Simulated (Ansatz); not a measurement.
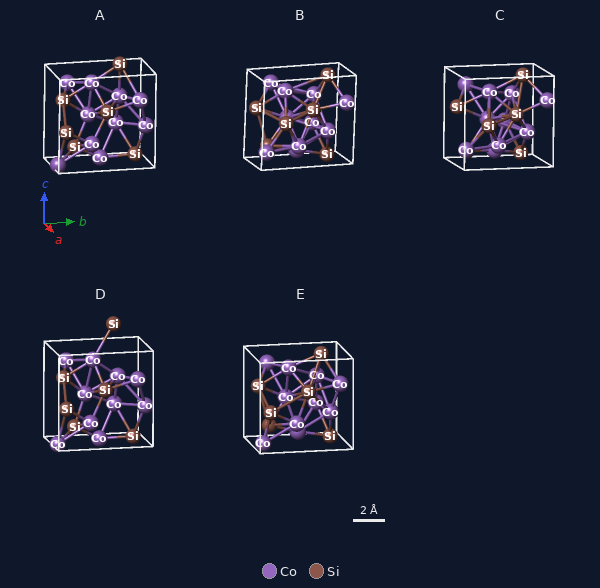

5 geometries from one relaxation of an amorphous cell of composition Co$_{5}$Si$_{3}$ (coarse preliminary run), in shuffled order. A ball-and-stick model of the cell of the calculation, reduced to other axes, seen slightly off an axis. Lengths and directions refer to the drawn axes.

Case: the quenched liquid.

Level of theory: Ansatz 0.2.0, DFT PBE, scalar-relativistic, plane waves, PAW. Set-up: plane-wave cutoff 420 eV; k-point mesh 2 × 2 × 2; occupations gaussian; smearing width 0.1 eV; mesh shifted by (0.5, 0.5, 0.5); collinear spin; cell and atoms relaxed; force threshold 0.04 eV/Å; at most 70 steps.

> Put them in the order of the run, from the start to the converged end.

C, B, E, A, D. They are steps 0, 5, 12, 19, 33, at +337 meV per atom, +155 meV per atom, +71.8 meV per atom, +29.6 meV per atom relative to the last. After 29 accepted moves (33 points after the start) the energy has fallen by 337 meV per atom. Largest force component: 1.2 eV/Å at the start, 0.034 eV/Å at the end. Pressure: −13.22 GPa at the start and −0.07 GPa at the end. The line search rejected the trial steps at points 25, 29 of the run. At 2 points the geometry stayed and the basis and grid were re-selected for the new cell (energy shift of 0.5 meV per atom at most each time). The atom that moves furthest relative to the cell is a Si atom (1.84 Å along [−1 −1 3]). Largest moves by element: Si 1.84 Å, Co 1.26 Å. Cell: a 5.868 → 4.393 Å (−25.1 %), b 6.034 → 6.420 Å (+6.4 %), c 6.116 → 6.356 Å (+3.9 %), α 89.8° → 88.7°, β 87.5° → 95.7°, γ 89.7° → 90.6°. Volume −17.6 %. Among the contacts that change: Co–Si 5.057 → 2.516 Å, Co–Co 4.754 → 2.441 Å, Co–Si 4.621 → 2.359 Å, Co–Si 4.639 → 2.416 Å. New bonds form: Co–Co (3.07 → 2.51 Å), Co–Co (3.19 → 2.39 Å), Co–Co (3.56 → 2.34 Å), Co–Co (4.75 → 2.44 Å). Bonds break: Co–Co (2.32 → 3.54 Å), Co–Co (2.49 → 3.74 Å), Co–Si (2.32 → 3.71 Å). Bond angles that change, for instance: Si–Co–Si 164.7° → 80.5°, Co–Si–Co 171.7° → 96.0°, Co–Co–Si 134.4° → 60.5°. The program noted that the starting moments weren't kept. The run took 10 min on 2 threads of AMD EPYC 9R45 96-Core Processor (Zen 5) (shared host), peak memory 0.79 GiB.

Limits of the set-up: the k-point mesh is coarse for a cell with partly filled bands; the periodic images lie only 5.9 Å apart, so the values are limited by the cell's size.
